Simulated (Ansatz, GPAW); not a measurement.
CSeO (R3m): refractive index against wavelength

The refractive index of CSeO (R3m) along x below the direct gap (3.81 eV on the mesh) is read from one computed spectrum, n = √(Re ε). x, y and z are the Cartesian axes of the input cell.

Cell: a, b, c = 3.968, 3.968, 3.968 Å (primitive vectors), 3 atoms.

Method: GPAW 26.7.0, LDA, RPA, k-mesh 9×9×9, local fields up to 50 eV, Lorentzian half width 0.1 eV.

Launch of the response step: `OMP_NUM_THREADS=1 python df.py`. The run took 80 s, its band step included, on 1 thread of Arm Neoverse V1, on a shared host.

| wavelength (nm) | photon energy E (eV) | n |
| --- | --- | --- |
| 1550 | 0.800 | 1.6154 |
| 1310 | 0.946 | 1.6180 |
| 1064 | 1.165 | 1.6227 |
| 850 | 1.459 | 1.6310 |
| 700 | 1.771 | 1.6428 |
| 633 | 1.959 | 1.6516 |
| 532 | 2.331 | ? |

In the single-oscillator model n² − 1 = E₀E_d/(E₀² − E²), so 1/(n² − 1) = E₀/E_d − E²/(E₀E_d) is linear in E².

Working, on the rows shown:

| x = E² (eV²) | y = 1/(n² − 1) |
| --- | --- |
| 0.639837 | 0.621304 |
| 0.895757 | 0.618076 |
| 1.35784 | 0.612312 |
| 2.12762 | 0.602351 |
| 3.13716 | 0.588654 |
| 3.83641 | 0.578777 |

Means: x̄ = 1.9991, ȳ = 0.60358. Σ(x − x̄)(y − ȳ) = -0.1084, Σ(x − x̄)² = 8.164. Slope = -0.1084 / 8.164 = -0.01328; intercept = ȳ − slope · x̄ = 0.63012. Turned back into n, the line misses the rows shown by at most 0.0004.

Q: What does the fit predict for the withheld row, and how well does it do?

A: At x = 5.4314 the line gives y = 0.558, that is 1.6710. The run gave 1.6740, so the extrapolation is off by 0.003, 5 % of the range in the table.

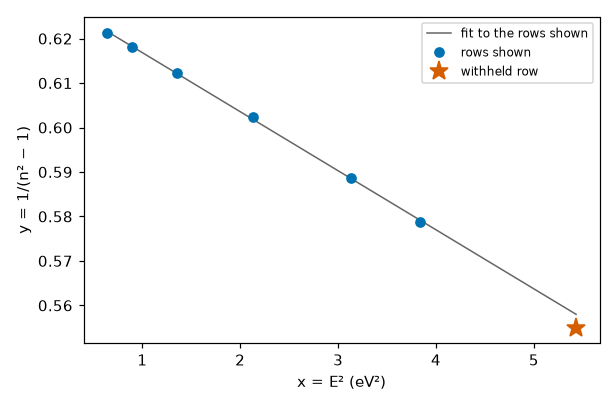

Refitted with all rows, the slope is -0.01379 and the intercept 0.63094. These give E₀ = √(intercept/−slope) = 6.77 eV and E_d = E₀/intercept = 10.7 eV; E₀ is 1.8 times the direct gap. The electronic limit at long wavelengths, without lattice vibrations, is n = √(1 + 1/intercept) = 1.608. The structure is a model and need not exist. Excitons are left out; LDA gaps are as a rule too small. The values come from a sum over the points of one k-mesh and carry its error, which grows as the direct gap shrinks. This version of GPAW has incomplete matrix elements in the optical limit, which can lower ε − 1 by up to a tenth where first-row anions or d states rule. Spin-orbit coupling is left out.
